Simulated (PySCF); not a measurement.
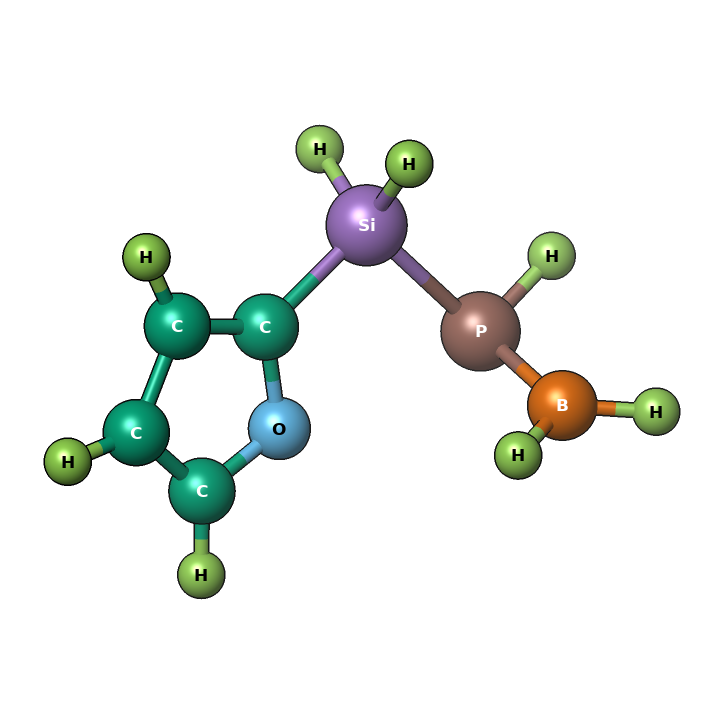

Rendered structure (ball-and-stick style). Every bond is drawn as one stick, whatever its order.

The computed structure is the end point of a GFN2-xTB optimisation. No frequency run is at hand to confirm it as a minimum.

What is the molecular formula?

C4H8BOPSi, 16 atoms: 4 carbon, 8 hydrogen, 1 boron, 1 oxygen, 1 phosphorus and 1 silicon.

Does it have rings?

Independent rings (smallest set): 1 of 5 members, 1 of them aromatic.

Name functional groups in it.

Among them: Si–H bond, B–H bond.

The parts below concern this one geometry. Atoms keep their numbers from picture to picture.

## Shape

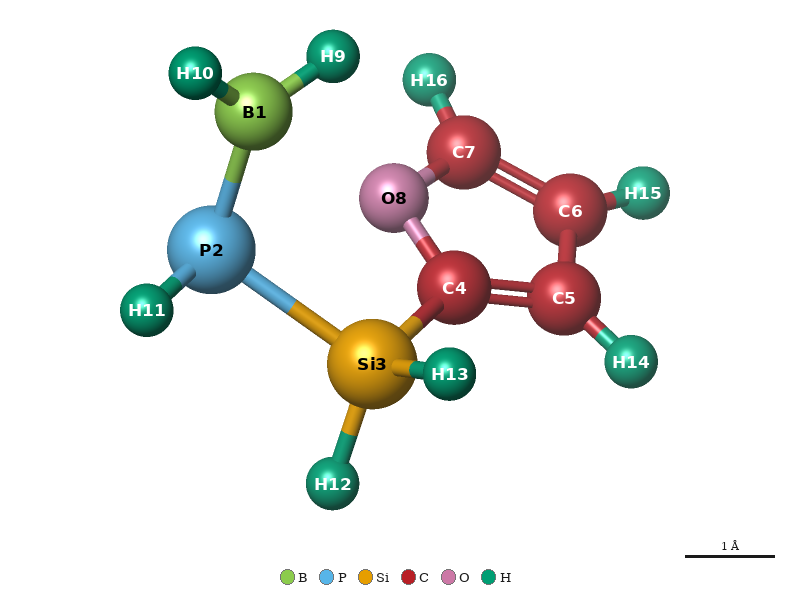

No frequency run is at hand to confirm it as a minimum.

Describe the coordination of atom 2.

P2 has 3 neighbours (B1 at 1.83, Si3 at 2.22, H11 at 1.38 Å); the arrangement is trigonal pyramidal.

How are the neighbours of atom 3 arranged?

Si3 has 4 neighbours (P2 at 2.22, C4 at 1.87, H12 at 1.47, H13 at 1.47 Å); the arrangement is tetrahedral.

Describe the coordination of atom 5.

C5 has 3 neighbours (C4 at 1.37, C6 at 1.41, H14 at 1.07 Å); the arrangement is trigonal planar.

Describe the coordination of atom 1.

B1 has 3 neighbours (P2 at 1.83, H9 at 1.17, H10 at 1.17 Å); the arrangement is trigonal planar.

What is the dihedral angle C4–C5–C6–C7?

0° in size, that is syn (eclipsed).

## Electronic properties

No frequency run is at hand to confirm it as a minimum. Method: PBE0/def2-SVPD, gas phase (PySCF 2.14.0). Excitations: vertical, linear response.

Computed properties:

- dipole moment: 1.41 D
- HOMO energy (Kohn–Sham orbital): −6.82 eV
- LUMO energy (Kohn–Sham orbital): −1.69 eV
- HOMO–LUMO gap: 5.13 eV
- mean static polarisability: 116.3 bohr³
- lowest vertical singlet excitation: 4.28 eV
- its oscillator strength: 0.002
- brightest of the 6 lowest singlets: 5.77 eV
- its oscillator strength: 0.15

## Ring current

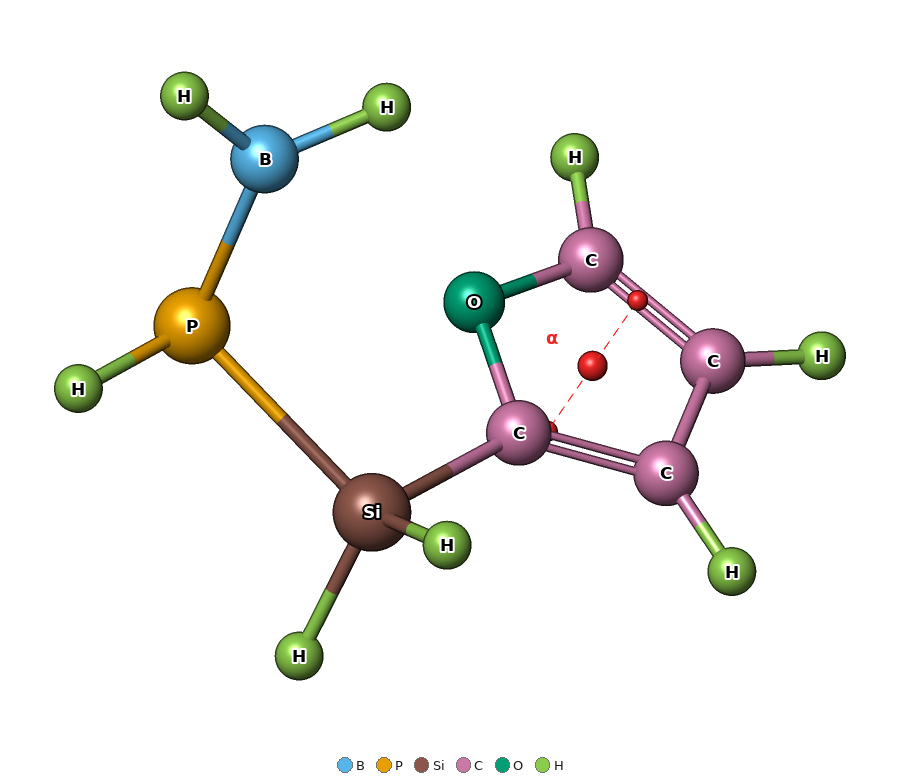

The small points mark where nucleus-independent chemical shifts (NICS) were computed: at the centre of each lettered ring and 1 Å above and below it. No frequency run is at hand to confirm it as a minimum. Level of theory: GIAO PBE0/pcSseg-1 NMR shielding, non-relativistic, gas phase (PySCF 2.14.0).

Give NICS(0), NICS(1) and the out-of-plane component NICS(1)zz for each ring (means of the two sides).

| ring | members | NICS(0) | NICS(1) | NICS(1)zz |
| --- | --- | --- | --- | --- |
| α | C4O | −11.8 | −10.7 | −28.0 |

Values in ppm.

What do the values say about the ring currents?

Ring α: diatropic, as in an aromatic ring. NICS is one index among several.

## Charges

The questions are on ESP-fitted charges. No frequency run is at hand to confirm it as a minimum. Properties computed with PBE0/pcSseg-1, gas phase (PySCF 2.14.0).

Give the ESP-fitted charges atom by atom.

```tsv
atom	value (e)
B1	0.21
P2	−0.34
Si3	0.29
C4	0.02
C5	−0.23
C6	−0.24
C7	−0.08
O8	−0.06
H9	−0.06
H10	−0.08
H11	0.13
H12	−0.05
H13	−0.06
H14	0.19
H15	0.19
H16	0.18
```

The geometry is semi-empirical. Around B, P, Si such bond lengths and angles can be off by a tenth of an ångström or more and by several degrees, and values that hang on the shape move with them.
